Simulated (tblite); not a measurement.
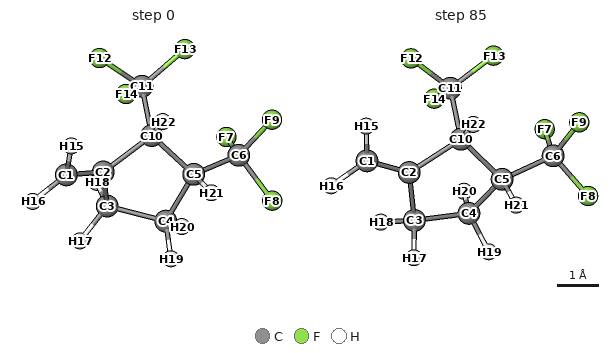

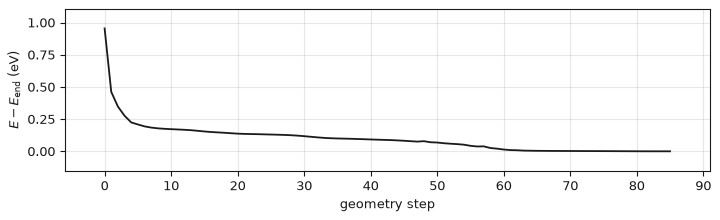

First and last geometry of a relaxation of C$_{8}$H$_{8}$F$_{6}$, with the history of the run. A ball-and-stick model, seen at a tilt.

Theory: GFN2-xTB geometry optimisation, gas phase (tblite). 

> Read the history and describe the run.

It converged. The largest move after the best rigid fit is that of H18, 1.26 Å. By element the largest moves are H 1.26 Å, C 0.51 Å, F 0.43 Å. Among the contacts that change: C11–F13 1.403 → 1.338 Å, C6–F8 1.410 → 1.346 Å, C11–F12 1.406 → 1.343 Å, C5–C10 1.480 → 1.538 Å. Bond angles that change, for instance: C2–C1–H15 115.9° → 122.2°, C3–C2–C10 103.9° → 109.4°, F7–C6–F9 113.1° → 107.6°. The energy falls by 0.955 eV in 85 geometry steps. The run took 0.5 s on 2 threads of AMD EPYC 9R45 96-Core Processor, on a shared host.
